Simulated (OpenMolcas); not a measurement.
Relativistic diatomic calculation for Be₂⁺ (part 2 of 2)

Continued. System: Be₂⁺. Method: SA-CASSCF(3,8)/XMS-CASPT2 + RASSI spin-orbit (X2C scalar, AMFI), ANO-RCC-VTZP (OpenMolcas).

Output (extracts), continued:
```
++ Dipole transition strengths (spin-free states):
     for osc. strength at least  1.00000000E-05
      From   To        Osc. strength     Einstein coefficients Ax, Ay, Az (sec-1)    Total A (sec-1)
         1    2       1.17220160E-01  0.00000000E+00  0.00000000E+00  1.60738223E+07  1.60738223E+07
         1   10       6.35934042E-02  2.81569233E+07  9.25142750E+06  0.00000000E+00  3.74083508E+07
         1   11       6.35934061E-02  9.25142922E+06  2.81569274E+07  0.00000000E+00  3.74083567E+07
         1    3       4.02729521E-01  0.00000000E+00  0.00000000E+00  3.15295299E+08  3.15295299E+08
         1   12       1.79963910E-02  2.32163558E+07  6.01661441E+06  0.00000000E+00  2.92329702E+07
         1   13       1.79963952E-02  6.01661525E+06  2.32163639E+07  0.00000000E+00  2.92329792E+07
         1    7       4.42928635E-04  0.00000000E+00  0.00000000E+00  8.60812267E+05  8.60812267E+05
         8    2       8.71899950E-05  3.44159606E-01  6.99393882E-01  0.00000000E+00  1.04355349E+00
         8   10       1.69561457E-03  0.00000000E+00  0.00000000E+00  2.71468370E+05  2.71468370E+05
         8   11       3.72068012E-04  0.00000000E+00  0.00000000E+00  5.95682077E+04  5.95682077E+04
         8    3       4.33668673E-03  3.83721408E+05  7.79779260E+05  0.00000000E+00  1.16350067E+06
         8   12       4.13650083E-01  0.00000000E+00  0.00000000E+00  3.40789560E+08  3.40789560E+08
         8   13       1.16793953E-01  0.00000000E+00  0.00000000E+00  9.62218199E+07  9.62218199E+07
         8    5       7.90316848E-02  5.72910330E+07  1.21233548E+07  0.00000000E+00  6.94143879E+07
         8    6       7.90405992E-02  1.21274624E+07  5.73104458E+07  0.00000000E+00  6.94379082E+07
         8    7       1.06800830E-01  3.71609065E+07  7.55364605E+07  0.00000000E+00  1.12697367E+08
         9    2       8.71891560E-05  6.99373624E-01  3.44149623E-01  0.00000000E+00  1.04352325E+00
         9   10       3.72068522E-04  0.00000000E+00  0.00000000E+00  5.95682650E+04  5.95682650E+04
         9   11       1.69561366E-03  0.00000000E+00  0.00000000E+00  2.71468244E+05  2.71468244E+05
         9    3       4.33668622E-03  7.79779110E+05  3.83721272E+05  0.00000000E+00  1.16350038E+06
         9   12       1.16793943E-01  0.00000000E+00  0.00000000E+00  9.62217948E+07  9.62217948E+07
         9   13       4.13650089E-01  0.00000000E+00  0.00000000E+00  3.40789573E+08  3.40789573E+08
         9    5       7.90316568E-02  1.21233444E+07  5.72910139E+07  0.00000000E+00  6.94143583E+07
         9    6       7.90406040E-02  5.73104498E+07  1.21274576E+07  0.00000000E+00  6.94379074E+07
         9    7       1.06800845E-01  7.55364517E+07  3.71609237E+07  0.00000000E+00  1.12697375E+08
         2    4       1.94882267E-01  0.00000000E+00  0.00000000E+00  1.34432911E+08  1.34432911E+08
         2   14       6.36469244E-02  3.86878696E+07  1.41844379E+07  0.00000000E+00  5.28723075E+07
         2   15       6.36469308E-02  1.41844412E+07  3.86878789E+07  0.00000000E+00  5.28723201E+07
        10    4       1.98700046E-04  2.81696658E+04  9.23700241E+03  0.00000000E+00  3.74066682E+04
        10   14       5.18056954E-02  0.00000000E+00  0.00000000E+00  1.37278243E+07  1.37278243E+07
        10   15       3.00152789E-05  0.00000000E+00  0.00000000E+00  7.95365398E+03  7.95365398E+03
        11    4       1.98700110E-04  9.23699948E+03  2.81696726E+04  0.00000000E+00  3.74066721E+04
        11   14       3.00152908E-05  0.00000000E+00  0.00000000E+00  7.95365369E+03  7.95365369E+03
        11   15       5.18056984E-02  0.00000000E+00  0.00000000E+00  1.37278259E+07  1.37278259E+07
        16   18       1.35782500E-04  4.41835075E-01  8.03158568E-02  0.00000000E+00  5.22150932E-01
        16   19       1.35783429E-04  8.03175038E-02  4.41844130E-01  0.00000000E+00  5.22161634E-01
        18   20       6.71384046E-02  0.00000000E+00  0.00000000E+00  6.60999825E+06  6.60999825E+06
        18   21       5.40705106E-03  0.00000000E+00  0.00000000E+00  5.32342102E+05  5.32342102E+05
        19   20       5.40705051E-03  0.00000000E+00  0.00000000E+00  5.32341982E+05  5.32341982E+05
        19   21       6.71384024E-02  0.00000000E+00  0.00000000E+00  6.60999772E+06  6.60999772E+06
         3    4       4.64041912E-02  0.00000000E+00  0.00000000E+00  4.63495700E+06  4.63495700E+06
         3   14       1.01879063E-02  1.17448212E+06  4.30611881E+05  0.00000000E+00  1.60509400E+06
         3   15       1.01879079E-02  4.30612073E+05  1.17448269E+06  0.00000000E+00  1.60509476E+06
        17   20       1.31932925E-03  3.66437742E+01  2.26556556E+03  0.00000000E+00  2.30220933E+03
        17   21       1.31932944E-03  2.26556654E+03  3.66437890E+01  0.00000000E+00  2.30221033E+03
         4   12       1.02432255E-03  4.41424830E+03  1.14289043E+03  0.00000000E+00  5.55713872E+03
         4   13       1.02432314E-03  1.14289246E+03  4.41425608E+03  0.00000000E+00  5.55714854E+03
        12   14       1.26425343E-04  0.00000000E+00  0.00000000E+00  6.60298907E+00  6.60298907E+00
        13   15       1.26425675E-04  0.00000000E+00  0.00000000E+00  6.60304184E+00  6.60304184E+00
        14    5       5.27836112E-04  1.15292624E+02  1.46922320E+02  0.00000000E+00  2.62214943E+02
        14    6       5.30344108E-04  1.49026603E+02  1.16943881E+02  0.00000000E+00  2.65970484E+02
        14    7       3.41628527E-04  3.15559395E+03  1.15588600E+03  0.00000000E+00  4.31147995E+03
        15    5       5.27834558E-04  1.46921065E+02  1.15291620E+02  0.00000000E+00  2.62212685E+02
        15    6       5.30342625E-04  1.16942897E+02  1.49025343E+02  0.00000000E+00  2.65968239E+02
        15    7       3.41628715E-04  1.15588478E+03  3.15559270E+03  0.00000000E+00  4.31147747E+03
 Electric-quadrupole - electric-quadrupole not included
 Electric-dipole - electric-octupole not included
 Electric-dipole - magnetic-quadrupole not included
   Eigenvalues of complex Hamiltonian:
  (Shifted by EMIN (a.u.) =        -28.9698566474)
 SO State       Relative EMIN(au)   Rel lowest level(eV)    D:o, cm**(-1)      Omega
     1            -0.0000000001        0.0000000000              0.0000         0.5
     2            -0.0000000001        0.0000000000              0.0000         0.5
     3             0.0647138196        1.7609527430          14203.0417         0.5
     4             0.0647138196        1.7609527430          14203.0417         0.5
     5             0.0647226053        1.7611918142          14204.9700         1.5
     6             0.0647226053        1.7611918142          14204.9700         1.5
     7             0.0653285442        1.7776802531          14337.9582         0.5
     8             0.0653285442        1.7776802531          14337.9582         0.5
     9             0.1353030184        3.6817826969          29695.5801         0.5
    10             0.1353030184        3.6817826969          29695.5801         0.5
    11             0.1353125698        3.6820426044          29697.6764         1.5
    12             0.1353125698        3.6820426044          29697.6764         1.5
    13             0.1386593891        3.7731141971          30432.2183         0.5
    14             0.1386593891        3.7731141971          30432.2183         0.5
    15             0.1386593894        3.7731142041          30432.2184         1.5
    16             0.1386593894        3.7731142041          30432.2184         1.5
    17             0.1390005594        3.7823979120          30507.0965         0.5
    18             0.1390005594        3.7823979120          30507.0965         0.5
    19             0.1390037519        3.7824847851          30507.7972         0.5
    20             0.1390037519        3.7824847851          30507.7972         0.5
    21             0.1390069433        3.7825716282          30508.4977         1.5
    22             0.1390069433        3.7825716282          30508.4977         1.5
    23             0.1390101336        3.7826584410          30509.1979         2.5
    24             0.1390101336        3.7826584410          30509.1979         2.5
    25             0.1560977264        4.2476355277          34259.4910         0.5
    26             0.1560977264        4.2476355277          34259.4910         0.5
    27             0.1869911705        5.0882889669          41039.8182         0.5
    28             0.1869911705        5.0882889669          41039.8182         0.5
    29             0.1869911710        5.0882889817          41039.8183         1.5
    30             0.1869911710        5.0882889817          41039.8183         1.5
    31             0.1943552800        5.2886765970          42656.0535         0.5
    32             0.1943552800        5.2886765970          42656.0535         0.5
    33             0.1943589009        5.2887751270          42656.8482         0.5
    34             0.1943589009        5.2887751270          42656.8482         0.5
    35             0.1943625219        5.2888736575          42657.6429         1.5
    36             0.1943625219        5.2888736575          42657.6429         1.5
    37             0.1943661428        5.2889721885          42658.4376         2.5
    38             0.1943661428        5.2889721885          42658.4376         2.5
    39             0.2118533658        5.7648237684          46496.4394         0.5
    40             0.2118533658        5.7648237684          46496.4394         0.5
    41             0.2248429598        6.1182886264          49347.3257         0.5
    42             0.2248429598        6.1182886264          49347.3257         0.5
    43             0.2248523141        6.1185431698          49349.3788         1.5
    44             0.2248523141        6.1185431698          49349.3788         1.5
    45             0.2261222375        6.1530995455          49628.0947         0.5
    46             0.2261222375        6.1530995455          49628.0947         0.5
    47             0.2261229700        6.1531194783          49628.2555         1.5
    48             0.2261229700        6.1531194783          49628.2555         1.5
    49             0.2300546900        6.2601070292          50491.1683         2.1
    50             0.2300546900        6.2601070292          50491.1683         2.1
    51             0.2300733738        6.2606154428          50495.2689         2.1
    52             0.2300733738        6.2606154428          50495.2689         2.1
    53             0.2459415500        6.6924105130          53977.9310         0.5
    54             0.2459415500        6.6924105130          53977.9310         0.5
 Weights of the five most important spin-orbit-free states for each spin-orbit state.
 SO State  Total energy (au)           Spin-free states, spin, and weights
    1        -0.000000       1 0.5  1.0000    8 0.5  0.0000    9 0.5  0.0000   21 1.5  0.0000   20 1.5  0.0000
    2        -0.000000       1 0.5  1.0000    8 0.5  0.0000    9 0.5  0.0000   21 1.5  0.0000   20 1.5  0.0000
    3         0.064714       8 0.5  0.5003    9 0.5  0.4997    1 0.5  0.0000    4 0.5  0.0000   16 1.5  0.0000
    4         0.064714       8 0.5  0.5003    9 0.5  0.4997    1 0.5  0.0000    4 0.5  0.0000   16 1.5  0.0000
    5         0.064723       9 0.5  0.5003    8 0.5  0.4997   16 1.5  0.0000   21 1.5  0.0000   20 1.5  0.0000
    6         0.064723       9 0.5  0.5003    8 0.5  0.4997   16 1.5  0.0000   21 1.5  0.0000   20 1.5  0.0000
    7         0.065329       2 0.5  1.0000   10 0.5  0.0000   11 0.5  0.0000   13 0.5  0.0000   12 0.5  0.0000
    8         0.065329       2 0.5  1.0000   10 0.5  0.0000   11 0.5  0.0000   13 0.5  0.0000   12 0.5  0.0000
    9         0.135303      10 0.5  0.5004   11 0.5  0.4996   19 1.5  0.0000   18 1.5  0.0000    3 0.5  0.0000
   10         0.135303      10 0.5  0.5004   11 0.5  0.4996   19 1.5  0.0000   18 1.5  0.0000    3 0.5  0.0000
   11         0.135313      11 0.5  0.5004   10 0.5  0.4996   18 1.5  0.0000   19 1.5  0.0000   17 1.5  0.0000
   12         0.135313      11 0.5  0.5004   10 0.5  0.4996   18 1.5  0.00
```

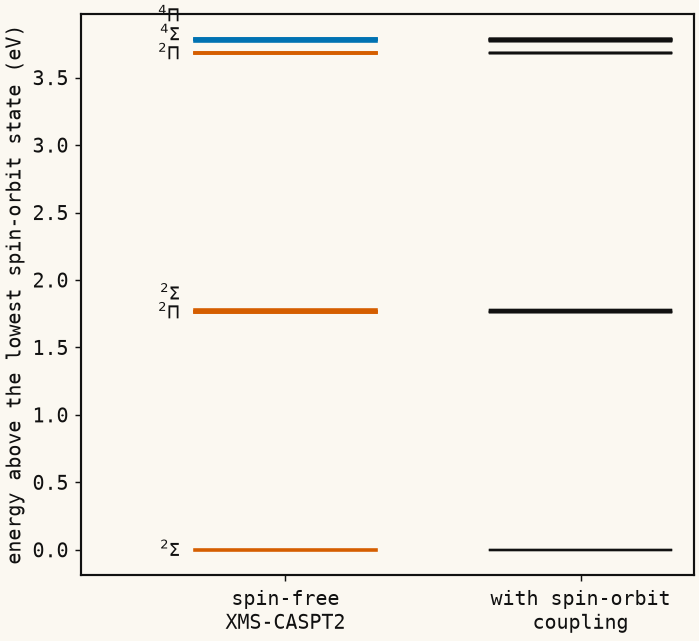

*States up to 4 eV at 2.219 Å, without spin-orbit coupling (left, a colour for each spin multiplicity) and with it (right, where close levels merge).*

The spin-free states run ²Σ (0.00 eV), ²Π (1.76 eV), ²Σ (1.78 eV), ²Π (3.68 eV), ⁴Σ (3.77 eV), ⁴Π (3.78 eV) from the lowest. The lowest spin-orbit levels have |Ω| = 1/2 (0 cm⁻¹), 1/2 (14,203 cm⁻¹), 3/2 (14,205 cm⁻¹), 1/2 (14,338 cm⁻¹), 1/2 (29,696 cm⁻¹).

Key numbers:

- outcome: converged
- lowest spin-free state: ²Σ
- lowest spin-orbit level: Ω = 1/2, −28.96986 hartree
- next level: Ω = 1/2, 14,203 cm⁻¹
- hardware: 1 CPU thread, shared host
- wall time: 15 s

Notes:

To bear in mind: 4 of the 54 spin-orbit states have no clean Ω, so their splittings aren't to be trusted.
